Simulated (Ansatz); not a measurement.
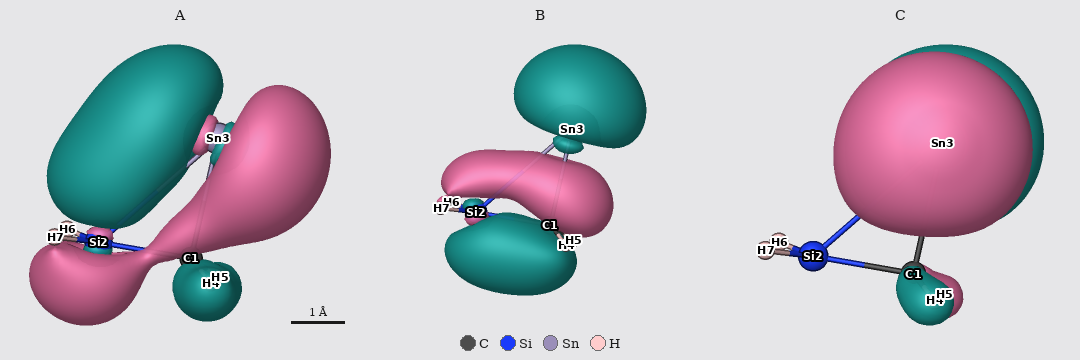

*CH$_{4}$SiSn (charge +1, doublet). Three frontier orbitals at ±0.08 Å⁻³ᐟ² (teal and pink are the two phases), in no order.*

Geometry: B3LYP-D3(BJ)/def2-SVP; core potentials replace the inner electrons of Sn.

Theory: Ansatz 0.2.0, isolated molecule in a Gaussian basis; Kohn-Sham density functional theory, functional PBE0.

```yaml
atoms:
  - { symbol: C, position_ang: [-0.4548, -0.8238, 0.7128] }
  - { symbol: Si, position_ang: [0.5638, -0.5235, -0.7383] }
  - { symbol: Sn, position_ang: [-0.6035, 1.4705, 1.2367] }
  - { symbol: H, position_ang: [-1.4896, -1.1650, 0.5573] }
  - { symbol: H, position_ang: [0.0154, -1.3023, 1.5853] }
  - { symbol: H, position_ang: [2.0338, -0.4480, -0.6153] }
  - { symbol: H, position_ang: [-0.0645, -0.2573, -2.0482] }
```

Q: Which picture is the HOMO−1, the HOMO and the LUMO? All are α orbitals.

A: B is the HOMO−1 (α) (−12.55 eV). Its weight (Hirshfeld) is mainly on Sn3 (about 40 %), C1 (about 35 %) and Si2 (about 20 %). A is the HOMO (α) (−10.62 eV). Its weight (Hirshfeld) is mainly on Sn3 (about 60 %), Si2 (about 25 %) and C1 (about 10 %). C is the LUMO (α) (−8.05 eV). Its weight (Hirshfeld) is mainly on Sn3 (about 90 %).

Q: What is the gap between the highest occupied and lowest empty α orbitals?

A: 2.57 eV between the orbital energies.
